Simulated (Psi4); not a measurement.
**CCSD/6-31G(d) (spherical functions) run of CHF3O3S (triflic acid)**

What is the energy change on altering one bond length of CHF3O3S (triflic acid) at CCSD/6-31G* (spherical functions)? 

The calculation is run with Psi4 1.11.

### 1 The molecule

CHF3O3S: 9 atoms, total charge 0, spin state singlet. SMILES: `O=S(=O)(O)C(F)(F)F`. Geometry: relaxed at PBE0-D4/def2-TZVP. This is one conformer, not always the lowest.

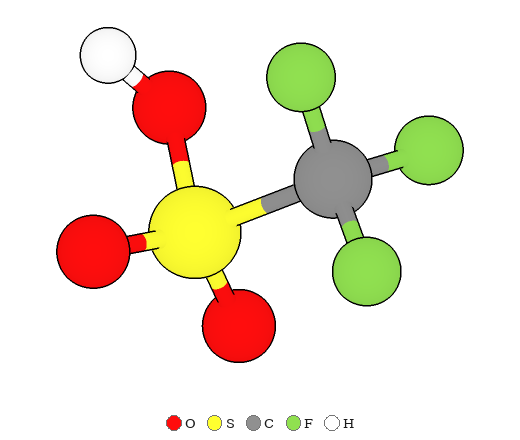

Viewed from a chosen angle; oxygen red, sulfur yellow, carbon grey, fluorine green, hydrogen white.

### 2 A single-point energy at CCSD/6-31G(d) (spherical functions)

Input file chf3o3s.xyz:

```xyz
9
CHF3O3S
O      1.462890    -0.581870     0.985740
S      0.298500    -0.778940     0.194370
O      0.144480    -1.837650    -0.729970
O     -0.972740    -0.777950     1.128120
C      0.003130     0.796730    -0.725230
F     -0.076560     1.801740     0.138180
F      1.014380     1.004120    -1.547510
F     -1.120920     0.723830    -1.412290
H     -0.753170    -0.350000     1.968590
```

Input file calc.py:

```python
import psi4

psi4.set_memory(2200000000)
psi4.set_num_threads(1)
psi4.core.set_output_file('output.dat', False)

with open('chf3o3s.xyz') as f:
    atoms = ''.join(f.readlines()[2:])
mol = psi4.geometry('0 1\n' + atoms + 'symmetry c1')

psi4.set_options({
    'reference': 'rhf',
    'puream': True,
    'e_convergence': 1e-09,
    'd_convergence': 1e-08,
    'scf_type': 'pk',
    'num_frozen_docc': 12,
})

e_tot = psi4.energy('ccsd/6-31G*')
print(f'ccsd/6-31G* energy: {e_tot:.10f} Eh')
for k, v in sorted(psi4.core.scalar_variables().items()):
    print(f'{k:45s} {v:18.10f}')
```

Command:

```
$ python calc.py
```

output.dat:

```text
[...]
  Running in c1 symmetry.
[...]
  Nuclear repulsion =  572.265529984232899
[...]
  Multiplicity = 1
[...]
  Nalpha       = 37
  Nbeta        = 37
[...]
    Number of basis functions: 118
[...]
   @RHF iter   1:  -958.41792180261234    3.13758e-01   7.75318e-03 DIIS/ADIIS
[...]
   @RHF iter  13:  -958.76047349090754   -6.82121e-13   4.75543e-09 DIIS
[...]
    Orbital Energies [Eh]
    ---------------------
    Doubly Occupied:
       1A    -92.274416     2A    -26.389175     3A    -26.386454
       4A    -26.385983     5A    -20.681331     6A    -20.612319
       7A    -20.607534     8A    -11.569889     9A     -9.248045
      10A     -6.934393    11A     -6.933874    12A     -6.932537
      13A     -1.783943    14A     -1.685632    15A     -1.684624
      16A     -1.570683    17A     -1.446698    18A     -1.415776
      19A     -1.057474    20A     -0.949406    21A     -0.880882
      22A     -0.872276    23A     -0.868430    24A     -0.781746
      25A     -0.756457    26A     -0.748506    27A     -0.728098
      28A     -0.718731    29A     -0.706595    30A     -0.706171
      31A     -0.688741    32A     -0.668601    33A     -0.613214
      34A     -0.570437    35A     -0.550770    36A     -0.525740
[...]
  @RHF Final Energy:  -958.76047349090754
   => Energetics <=
    Nuclear Repulsion Energy =            572.2655299842328986
    One-Electron Energy =               -2465.1515459265137906
    Two-Electron Energy =                 934.1255424513733487
    Total Energy =                       -958.7604734909075432
[...]
 Multipole Moments:
 ------------------------------------------------------------------------------------
     Multipole            Electronic (a.u.)      Nuclear  (a.u.)        Total (a.u.)
 ------------------------------------------------------------------------------------
 L = 1.  Multiply by 2.5417464519 to convert [e a0] to [Debye]
 Dipole X            :         -0.2377402           -0.3310855           -0.5688258
 Dipole Y            :          4.4921139           -3.6910784            0.8010355
 Dipole Z            :         -3.3364823            4.1242084            0.7877261
 Magnitude           :                                                    1.2592589
[...]
      * MP2 total energy                      = -960.062706820785593
[...]
      * CCSD total energy                     = -960.071477332199152
```

Standard output:

```text
ccsd/6-31G* energy: -960.0714773322 Eh
CC D1 DIAGNOSTIC                                    0.0510585708
CC D2 DIAGNOSTIC                                    0.1443011937
CC NEW D1 DIAGNOSTIC                                0.0510585708
CC T1 DIAGNOSTIC                                    0.0146318565
CCSD CORRELATION ENERGY                            -1.3110038413
CCSD DOUBLES ENERGY                                -1.3110038413
CCSD ITERATIONS                                    16.0000000000
CCSD OPPOSITE-SPIN CORRELATION ENERGY              -0.9862649676
CCSD SAME-SPIN CORRELATION ENERGY                  -0.3247388737
CCSD SINGLES ENERGY                                 0.0000000000
CCSD TOTAL ENERGY                                -960.0714773322
CURRENT CORRELATION ENERGY                         -1.3110038413
CURRENT ENERGY                                   -960.0714773322
CURRENT REFERENCE ENERGY                         -958.7604734909
DD SOLVATION ENERGY                                 0.0000000000
HF KINETIC ENERGY                                 957.9879840955
HF POTENTIAL ENERGY                             -1916.7484575864
HF TOTAL ENERGY                                  -958.7604734909
HF VIRIAL RATIO                                     2.0008063665
MP2 CORRELATION ENERGY                             -1.3022333299
MP2 DOUBLES ENERGY                                 -1.3022333299
MP2 OPPOSITE-SPIN CORRELATION ENERGY               -0.9322115066
MP2 SAME-SPIN CORRELATION ENERGY                   -0.3700218233
MP2 SINGLES ENERGY                                 -0.0000000000
MP2 TOTAL ENERGY                                 -960.0627068208
NUCLEAR REPULSION ENERGY                          572.2655299842
ONE-ELECTRON ENERGY                             -2465.1515459265
PCM POLARIZATION ENERGY                             0.0000000000
PE ENERGY                                           0.0000000000
SCF ITERATION ENERGY                             -958.7604734909
SCF ITERATIONS                                     13.0000000000
SCF TOTAL ENERGY                                 -958.7604734909
TWO-ELECTRON ENERGY                               934.1255424514
```

Wall time 92 s (1 thread of AMD EPYC 9R45 (Zen 5), shared host); peak memory 1.3 GiB.

### 3 The distorted shape

Input file calc.inp:

```
memory 2200 mb

molecule m {
  0 1
  O      2.93191575    -1.99286738     2.38412572
  S      0.73153755    -2.36527570     0.88865316
  O      0.44048193    -4.36594765    -0.85809629
  O     -1.67075789    -2.36340488     2.65318493
  C      0.00591484     1.50560150    -1.37048608
  F     -0.14467743     3.40479515     0.26112236
  F      1.91690039     1.89751180    -2.92437008
  F     -2.11823181     1.36784046    -2.66884131
  H     -1.25583072    -1.55469658     4.24144304
  units bohr
  symmetry c1
  no_reorient
  no_com
}

set basis 6-31G*
set reference rhf
set puream true
set e_convergence 1e-09
set d_convergence 1e-08
set scf_type pk
set num_frozen_docc 12

result, w = energy('ccsd', return_wfn=True)
```

Command:

```
$ psi4 calc.inp calc.out -n 1
```

calc.out:

```text
[...]
  Running in c1 symmetry.
[...]
  Nuclear repulsion =  532.670547651847414
[...]
  Multiplicity = 1
[...]
  Nalpha       = 37
  Nbeta        = 37
[...]
    Number of basis functions: 118
[...]
   @RHF iter   1:  -958.33565119010893   -1.08038e-01   7.70148e-03 ADIIS/DIIS
[...]
   @RHF iter  13:  -958.68609564830115   -1.71667e-11   8.74507e-09 DIIS
[...]
    Orbital Energies [Eh]
    ---------------------
    Doubly Occupied:
       1A    -92.270268     2A    -26.385164     3A    -26.384647
       4A    -26.383935     5A    -20.679436     6A    -20.613898
       7A    -20.609852     8A    -11.582734     9A     -9.242442
      10A     -6.928239    11A     -6.927910    12A     -6.926693
      13A     -1.774107    14A     -1.677974    15A     -1.677204
      16A     -1.562369    17A     -1.442044    18A     -1.412033
      19A     -0.997605    20A     -0.929871    21A     -0.862723
      22A     -0.862533    23A     -0.842917    24A     -0.780581
      25A     -0.740600    26A     -0.739863    27A     -0.730232
      28A     -0.724660    29A     -0.701047    30A     -0.700852
      31A     -0.683904    32A     -0.664436    33A     -0.605007
      34A     -0.568657    35A     -0.546045    36A     -0.525615
[...]
  @RHF Final Energy:  -958.68609564830115
   => Energetics <=
    Nuclear Repulsion Energy =            532.6705476518474143
    One-Electron Energy =               -2386.4695114192682013
    Two-Electron Energy =                 895.1128681191197529
    Total Energy =                       -958.6860956483011478
[...]
 Multipole Moments:
 ------------------------------------------------------------------------------------
     Multipole            Electronic (a.u.)      Nuclear  (a.u.)        Total (a.u.)
 ------------------------------------------------------------------------------------
 L = 1.  Multiply by 2.5417464519 to convert [e a0] to [Debye]
 Dipole X            :        -21.5362963           20.9832978           -0.5529985
 Dipole Y            :         40.8801838          -40.1119314            0.7682525
 Dipole Z            :          5.1196291           -4.3181093            0.8015199
 Magnitude           :                                                    1.2403440
[...]
      * MP2 total energy                      = -960.010692393251816
[...]
      * CCSD total energy                     = -960.016239405570786
[...]
```

Run time: 1.8 min. Hardware: 1 thread of AMD EPYC 9R45 (Zen 5), shared host; peak memory 1.3 GiB.

### 4 Outcome

Level: CCSD/6-31G* (spherical functions), 12 core orbitals frozen.

```
                                                         quantity          value
                                        first shape: total energy  -960.07148 Eh
                 first shape: HOMO energy (Hartree–Fock orbitals)      -14.00 eV
                 first shape: LUMO energy (Hartree–Fock orbitals)        4.59 eV
               first shape: HOMO–LUMO gap (Hartree–Fock orbitals)       18.59 eV
        first shape: correlation energy (12 core orbitals frozen)    -1311.0 mEh
                                       first shape: T1 diagnostic          0.015
                                    distorted shape: total energy  -960.01624 Eh
             distorted shape: HOMO energy (Hartree–Fock orbitals)      -11.80 eV
             distorted shape: LUMO energy (Hartree–Fock orbitals)        1.12 eV
           distorted shape: HOMO–LUMO gap (Hartree–Fock orbitals)       12.92 eV
    distorted shape: correlation energy (12 core orbitals frozen)    -1330.1 mEh
                                   distorted shape: T1 diagnostic          0.016
energy change with the S2–C5 bond stretched from 1.848 to 2.403 Å       1.503 eV
```

With the S2–C5 bond stretched from 1.848 to 2.403 Å the energy rises by 1.50 eV (35 kcal/mol). The first shape isn't relaxed at this level, so the change isn't measured from a minimum.
